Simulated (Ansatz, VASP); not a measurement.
## NaCl (Halite) in two plane-wave programs

Aim: how closely do two programs agree when they are given the same cell, functional and k mesh?

Calculated with Ansatz 0.2.0; plane waves, with VASP 6.6.1 beside it; band structure at HSE06.

### Step 1. Set-up

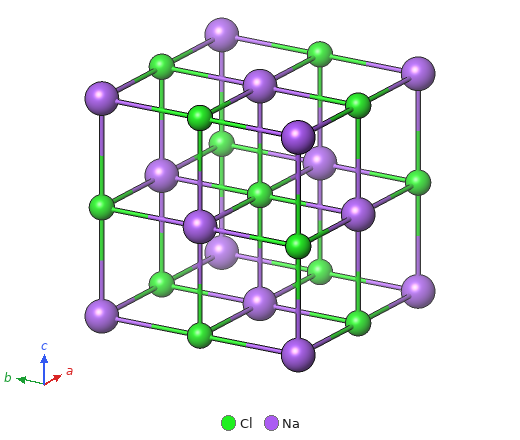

The cell as given, from a free direction (chlorine green, sodium purple). This picture shows the conventional cell, with its axes. Some periodic images of atoms are drawn too.

Coordinates:

```xyz
2
Lattice="0.0000 2.8203 2.8203 2.8203 0.0000 2.8203 2.8203 2.8203 0.0000" Properties=species:S:1:pos:R:3 pbc="T T T"
Cl    2.8203    2.8203    2.8203
Na    0.0000    0.0000    0.0000
```

### Step 2. VASP: band structure, HSE06

Levels along a path test the potential and the projectors away from the mesh points.

Lines of VASP's logs that name or quote its potential files are left out, and so is its time.

Input file INCAR:

```
SYSTEM = NaCl
PREC = Accurate
ENCUT = 350
EDIFF = 1E-06
NELM = 100
ISMEAR = 0
SIGMA = 0.03
LREAL = .FALSE.
ALGO = Normal
LHFCALC = .TRUE.
AEXX = 0.25
GGA = PE
HFSCREEN = 0.2
LASPH = .TRUE.
NBANDS = 13
PRECFOCK = Fast
LORBIT = 11
LWAVE = .FALSE.
LCHARG = .FALSE.
KPAR = 4
```

Input file POSCAR:

```
NaCl
1.0
    0.0000000000      2.8202800000      2.8202800000
    2.8202800000      0.0000000000      2.8202800000
    2.8202800000      2.8202800000      0.0000000000
Cl Na
1 1
Direct
    0.5000000000      0.5000000000      0.5000000000
    0.0000000000      0.0000000000      0.0000000000
```

Input file KPOINTS:

```
Automatic mesh
0
Gamma
5 5 5
0 0 0
```

Input file KPOINTS_OPT:

```
Line mode
10
Line-mode
Reciprocal
  0.00000000   0.00000000   0.00000000 GAMMA
  0.50000000   0.00000000   0.50000000 X

  0.50000000   0.00000000   0.50000000 X
  0.50000000   0.25000000   0.75000000 W

  0.50000000   0.25000000   0.75000000 W
  0.37500000   0.37500000   0.75000000 K

  0.37500000   0.37500000   0.75000000 K
  0.00000000   0.00000000   0.00000000 GAMMA

  0.00000000   0.00000000   0.00000000 GAMMA
  0.50000000   0.50000000   0.50000000 L

  0.50000000   0.50000000   0.50000000 L
  0.62500000   0.25000000   0.62500000 U

  0.62500000   0.25000000   0.62500000 U
  0.50000000   0.25000000   0.75000000 W

  0.50000000   0.25000000   0.75000000 W
  0.50000000   0.50000000   0.50000000 L

  0.50000000   0.50000000   0.50000000 L
  0.37500000   0.37500000   0.75000000 K

  0.62500000   0.25000000   0.62500000 U
  0.50000000   0.00000000   0.50000000 X
```

Potentials, in the order of the species: Cl and Na_pv (PBE family, release 64).

Run with:

```
mpirun -np 4 vasp_std
```

Numbers of over 12 decimals in the logs are rounded to 6 here.

Log:

```text
[banner, memory and clock lines left out]
running    4 mpi-ranks, on    1 nodes
 distrk:  each k-point on    1 cores,    4 groups
 distr:  one band on    1 cores,    1 groups

 POSCAR found type information on POSCAR ClNa
 POSCAR found :  2 types and       2 ions
 LDA part: xc-table for (Slater+PW92), standard interpolation
 found WAVECAR, reading the header
 POSCAR, INCAR and KPOINTS ok, starting setup
 FFT: planning ... GRIDC
 FFT: planning ... GRID_SOFT
 FFT: planning ... GRID
 reading WAVECAR
 the WAVECAR file was read successfully
 initial charge from wavefunction
 entering main loop
       N       E                     dE             d eps       ncg     rms          rms(c)
DAV:   1    -0.790196633292E+01   -0.79020E+01   -0.62008E-01   305   0.864E+00    0.140E+00
DAV:   2    -0.789813429542E+01    0.38320E-02   -0.24011E-02   290   0.225E+00    0.101E+00
DAV:   3    -0.789428918043E+01    0.38451E-02   -0.59775E-03   305   0.942E-01    0.648E-01
DAV:   4    -0.789383454402E+01    0.45464E-03   -0.12729E-03   305   0.396E-01    0.417E-01
DAV:   5    -0.789375417012E+01    0.80374E-04   -0.14473E-04   311   0.136E-01    0.251E-01
DAV:   6    -0.789372741766E+01    0.26752E-04   -0.21541E-05   260   0.551E-02    0.144E-01
DAV:   7    -0.789371998324E+01    0.74344E-05   -0.78428E-06   260   0.306E-02    0.803E-02
DAV:   8    -0.789371885586E+01    0.11274E-05   -0.29685E-06   275   0.172E-02    0.447E-02
DAV:   9    -0.789371896343E+01   -0.10757E-06   -0.12955E-06   270   0.108E-02
   1 F= -.78937190E+01 E0= -.78937190E+01  d E =-.325744E-13
 Start KPOINTS_OPT (optional k-point list driver)
k-point batch [1-10\100]
       N       E                     dE             ncg
DAV:   1    -0.825475775573E+03   -0.32688E+04      273
DAV:   2    -0.184232766586E+04   -0.10169E+04      275
DAV:   3    -0.192036322659E+04   -0.78036E+02      340
DAV:   4    -0.192215367347E+04   -0.17904E+01      300
DAV:   5    -0.192218777446E+04   -0.34101E-01      330
DAV:   6    -0.192218887632E+04   -0.11019E-02      318
DAV:   7    -0.192218891448E+04   -0.38154E-04      328
DAV:   8    -0.192218891602E+04   -0.15410E-05      283
DAV:   9    -0.192218891611E+04   -0.90052E-07      170
[...]
k-point batch [91-100\100]
       N       E                     dE             ncg
DAV:   1    -0.999238911677E+03   -0.50227E+04      291
DAV:   2    -0.188134765526E+04   -0.88211E+03      280
DAV:   3    -0.194656639149E+04   -0.65219E+02      325
DAV:   4    -0.194807671552E+04   -0.15103E+01      330
DAV:   5    -0.194810335257E+04   -0.26637E-01      366
DAV:   6    -0.194810409354E+04   -0.74097E-03      351
DAV:   7    -0.194810411759E+04   -0.24050E-04      372
DAV:   8    -0.194810411834E+04   -0.75293E-06      277
```

From OUTCAR (step 2):

```text
ion  position               nearest neighbor table
   1  0.500  0.500  0.500-
   2  0.000  0.000  0.000-

  LATTYP: Found a face centered cubic cell.
 ALAT       =     5.6405600000

 Subroutine GETGRP returns: Found 48 space group operations
 (whereof 48 operations were pure point group operations)

The static configuration has the point symmetry O_h .

 Found     10 irreducible k-points:

   k-points           NKPTS =     10   k-points in BZ     NKDIM =    125   number of bands    NBANDS=     13

   dimension x,y,z NGX =    24 NGY =   24 NGZ =   24
   dimension x,y,z NGXF=    48 NGYF=   48 NGZF=   48

   ENCUT  =  350.0 eV  25.72 Ry    5.07 a.u.   6.08  6.08  6.08*2*pi/ulx,y,z

   NELECT =      14.0000    total number of electrons

 k-points in reciprocal lattice and weights: Automatic mesh
   0.00000000  0.00000000  0.00000000       0.008
   0.20000000  0.00000000  0.00000000       0.064
   0.40000000  0.00000000  0.00000000       0.064
   0.20000000  0.20000000  0.00000000       0.048
   0.40000000  0.20000000  0.00000000       0.192
  -0.40000000  0.20000000  0.00000000       0.192
  -0.20000000  0.20000000  0.00000000       0.096
   0.40000000  0.40000000  0.00000000       0.048
  -0.40000000  0.40000000  0.00000000       0.096
  -0.40000000  0.40000000  0.20000000       0.192

  exchange ACFDT corr.  =         0.00000000  see jH, gK, PRB 81, 115126

 average (electrostatic) potential at core
       1 -89.6727       2 -41.1448

 E-fermi :  -1.5945

 k-point     1 :       0.0000    0.0000    0.0000
  band No.  band energies     occupation
    ...
      3     -24.6144      2.00000
      4     -15.5933      2.00000
      5      -1.7391      2.00000
      6      -1.7391      2.00000
      7      -1.7391      2.00000
      8       4.7522      0.00000
      9      10.9028      0.00000
     10      10.9028      0.00000
     11      10.9028      0.00000
     12      13.2328      0.00000
    ...

 k-point     2 :       0.2000    0.0000    0.0000
  band No.  band energies     occupation
    ...
      3     -24.6150      2.00000
      4     -15.4727      2.00000
      5      -2.5675      2.00000
      6      -1.8409      2.00000
      7      -1.8409      2.00000
      8       5.8569      0.00000
      9       9.8933      0.00000
     10      11.2434      0.00000
     11      11.2435      0.00000
     12      12.9115      0.00000
    ...

 k-point     3 :       0.4000    0.0000    0.0000
  band No.  band energies     occupation
    ...
      3     -24.6159      2.00000
      4     -15.2671      2.00000
      5      -3.6221      2.00000
      6      -1.9973      2.00000
      7      -1.9972      2.00000
      8       6.8589      0.00000
      9      10.2062      0.00000
     10      10.8756      0.00000
     11      10.8756      0.00000
     12      14.9194      0.00000
    ...

  energy-cutoff  :      350.00
  volume of cell :       44.86
      direct lattice vectors                 reciprocal lattice vectors
     0.000000000  2.820280000  2.820280000    -0.177287362  0.177287362  0.177287362
     2.820280000  0.000000000  2.820280000     0.177287362 -0.177287362  0.177287362
     2.820280000  2.820280000  0.000000000     0.177287362  0.177287362 -0.177287362

 POSITION                                       TOTAL-FORCE (eV/Angst)
 -----------------------------------------------------------------------------------
      2.82028      2.82028      2.82028         0.000000     -0.000000      0.000000
      0.00000      0.00000      0.00000        -0.000000      0.000000     -0.000000
 -----------------------------------------------------------------------------------
    total drift:                               -0.000006      0.000002     -0.000004

  FREE ENERGIE OF THE ION-ELECTRON SYSTEM (eV)
  ---------------------------------------------------
  free  energy   TOTEN  =        -7.8937189634 eV

  energy  without entropy=       -7.8937189634  energy(sigma->0) =       -7.89371896

 total charge
# of ion       s       p       d       tot
------------------------------------------
    1        1.581   3.601   0.000   5.182
    2        0.039   5.982   0.000   6.022
--------------------------------------------------
tot          1.620   9.583   0.000  11.203

[... 3 further parts left out ...]
```

(Part 1 of 2 ends here.)

[Lines on the potential files, build, host, timing and source positions are cut from VASP's logs without a mark.]

[Logs are printed without paths, hosts, clocks, repeated set-up lines and the standing remarks that a program may print on its own settings, such as how far it seeks lower states.]

[Hosts, paths, dates, database ids (printed as entryN), source tags and the programs' standing remarks are cut or masked in the printed files.]
